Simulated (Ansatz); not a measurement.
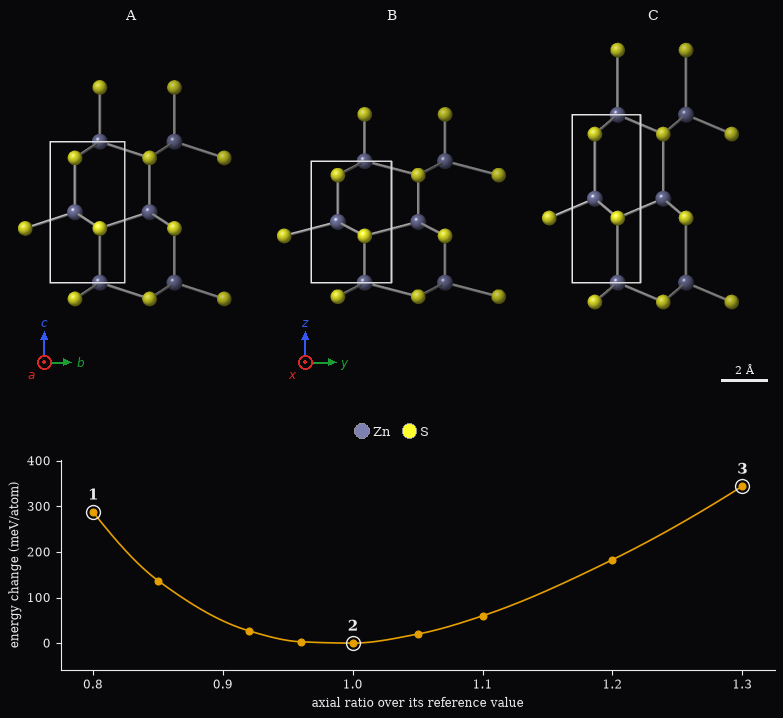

Energy scan for solid ZnS (P6_3mc), in which the ratio of the cell's length along z to its lengths across, counted as 1 for the reference, is changed at fixed volume (a c/a path), with the atoms kept at their fractional coordinates. x, y and z are the Cartesian axes of the input. The frames are shuffled; the numbered points of the plot belong to them. Style: ball-and-stick. Shown: the cell of the calculation, repeated 1 × 2 × 1 with one cell outlined, along the a axis.

These are results of Ansatz, DFT r2SCAN, scalar-relativistic, plane waves, PAW, not measurements. Settings: plane-wave cutoff 500 eV; k-point mesh 12 × 12 × 4; occupations gaussian; smearing width 0.05 eV; no spin polarisation. Energies (free energies at the smearing named) are counted from the cell as listed in its source, which wasn't relaxed.

Q: Which frame belongs to which numbered point?

A: Point 1 is frame B (the relative ratio 0.80, 288 meV/atom); 2 is frame A (the relative ratio 1.00, 0 meV/atom); 3 is frame C (the relative ratio 1.30, 344 meV/atom). Of the computed points the lowest is at the relative ratio 1.00, 0 meV/atom. The end points stand at 288 meV/atom (0.80) and 344 meV/atom (1.30). The distortion keeps the space group P6_3mc. At the relative ratio 1.30 the cell of the drawing goes a 3.811 → 3.492 Å, b 3.811 → 3.492 Å, c 6.234 → 7.426 Å.
